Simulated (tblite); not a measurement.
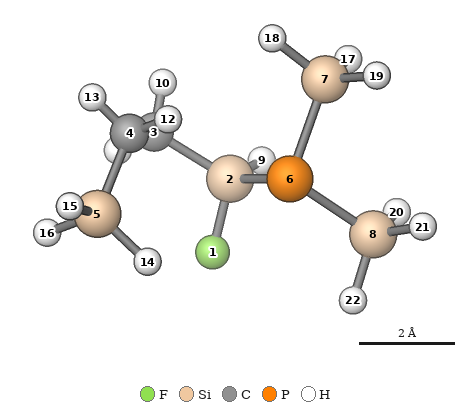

*The structure (ball-and-stick view, seen on its broad side; atoms are numbered from 1 in the order of the input).*

Bond lengths as drawn: C–C 1.53 Å, C–H 1.09 Å, C–Si 1.90 Å, F–Si 1.62 Å, H–Si 1.46 to 1.47 Å and P–Si 2.22 to 2.23 Å.

Frequency calculation, with input and output: C$_{2}$H$_{14}$FPSi$_{4}$

- system: C$_{2}$H$_{14}$FPSi$_{4}$
- method: GFN2-xTB harmonic vibrations, gas phase (tblite 0.8.0)

The program's output
```
mode    cm-1     km/mol
  1      27.6      0.20
  2      37.8      0.18
  3      65.8      1.03
  4      70.0      0.53
  5      80.8      0.55
  6      90.9      0.05
  7      97.6      0.54
  8     107.1      1.12
  9     119.2      0.31
 10     137.4      0.28
 11     174.2      7.50
 12     199.2      8.98
 13     239.2      0.98
 14     354.2     11.51
 15     428.6      3.93
 16     470.7      4.33
 17     482.4     10.35
 18     485.7     20.78
 19     498.9     39.79
 20     528.1     62.39
 21     542.5     43.53
 22     548.5     98.85
 23     566.2     69.25
 24     606.6    154.58
 25     647.2    103.34
 26     694.6     31.58
 27     709.5    351.56
 28     745.5    613.00
 29     753.3      2.97
 30     758.3     32.67
 31     761.9    157.89
 32     771.2    464.51
 33     774.5    112.74
 34     782.8    110.15
 35     785.8    341.92
 36     788.3     75.36
 37     793.2    344.29
 38     817.8    306.39
 39     831.3     78.24
 40    1075.8      8.95
 41    1085.0     40.18
 42    1160.8      2.37
 43    1285.8      2.19
 44    1306.6      4.72
 45    1477.6      0.53
 46    1488.2      1.73
 47    2207.7      4.50
 48    2214.6     72.91
 49    2236.2    380.01
 50    2237.6    571.35
 51    2243.4    204.49
 52    2254.3     89.57
 53    2256.2    218.38
 54    2274.4    307.42
 55    2288.7    242.72
 56    2299.0    264.64
 57    2935.0     88.92
 58    2938.5     36.33
 59    2955.1     34.26
 60    2974.8     32.99
```

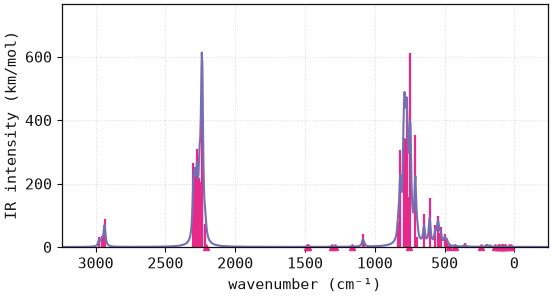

*Harmonic infrared spectrum, unscaled: sticks (degenerate modes added up, dark ones marked on the axis) with a Lorentzian envelope of 16 cm⁻¹ full width, scaled to the tallest stick.*

60 modes from 28 to 2975 cm⁻¹, none imaginary. The strongest line is at 746 cm⁻¹ (613 km/mol).

The run was set up as follows.

Input file
```
{"job": {"kind": "ir", "xc": "GFN2-xTB", "basis": "xTB"}, "charge": 0, "multiplicity": 1}
F     -0.722659    -2.056099    -1.163149
Si     0.081088    -0.652137    -1.197659
C     -1.138876     0.757589    -1.553679
C     -1.828125     1.323448    -0.311949
Si    -3.079894     0.132415     0.487977
P      1.012924    -0.415396     0.802118
Si     2.389387     1.281469     0.383605
Si     2.379663    -2.176520     0.813970
H      0.995152    -0.874183    -2.319441
H     -0.596547     1.558531    -2.063857
H     -1.889282     0.396919    -2.259081
H     -1.064031     1.587644     0.425191
H     -2.333051     2.256193    -0.579104
H     -2.417181    -1.058221     1.011140
H     -3.750859     0.854267     1.573790
H     -4.073110    -0.240884    -0.525190
H      3.157840     1.124933    -0.855873
H      1.570747     2.489127     0.281393
H      3.302996     1.371809     1.520143
H      3.171036    -2.291754    -0.415933
H      3.275658    -1.986764     1.954578
H      1.546715    -3.363000     0.983297
```

The first line tells a small driver script what to run in tblite; the rest is the geometry in Å.

Command:
```bash
OMP_NUM_THREADS=1 python <driver script> task.json out
```

Results in brief

- outcome: converged
- total energy: −698.3096 eV
- zero-point energy: 88.0180 kcal/mol
- hardware: 1 CPU thread, shared host
- wall time: 2.8 s
- peak memory: 0.18 GiB
